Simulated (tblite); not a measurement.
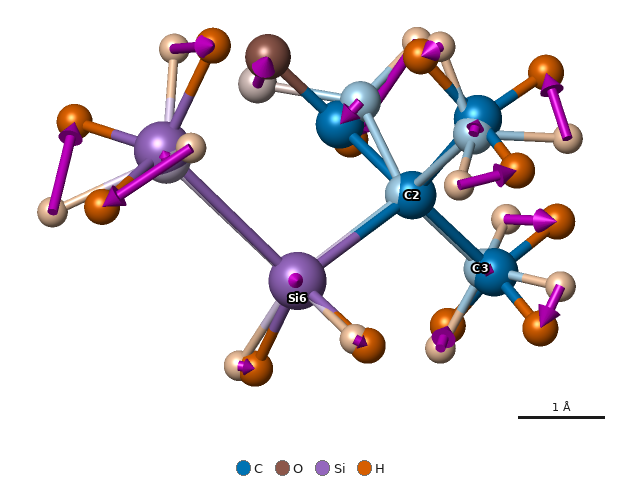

A relaxation of C$_{4}$H$_{12}$OSi$_{2}$. The starting structure is drawn faded, the final one solid; purple arrows show the displacements, at their true length. The two geometries are superimposed by the best rigid fit.

The picture is a ball-and-stick view, seen at a tilt.

These are results of tblite, GFN2-xTB geometry optimisation, gas phase, not measurements. 

Atoms of which element are displaced furthest, and by how much?

Answer. Hydrogen: up to 1.50 Å, against 0.64 Å for oxygen.

What did the optimiser do to the structure, and how much energy did it gain?

Answer. Over 273 geometry steps the energy falls by 21.8 kcal/mol. The atom that moves furthest after the best rigid fit is an H atom (1.50 Å). Largest moves by element: H 1.50 Å, O 0.64 Å, C 0.36 Å, Si 0.16 Å. Near-neighbour distances that change, for instance: C–Si 1.843 → 1.951 Å, Si–Si 2.235 → 2.314 Å, C–H 1.126 → 1.088 Å, H–Si 1.496 → 1.472 Å. Among the angles between lasting bonds that change: C–C–Si 114.7° → 102.0°, Si–Si–H 107.8° → 119.7°, C–Si–H 114.4° → 104.7°. Groups turn about C–C by about 60°, Si–Si by about 60°, C–C by about 40°.
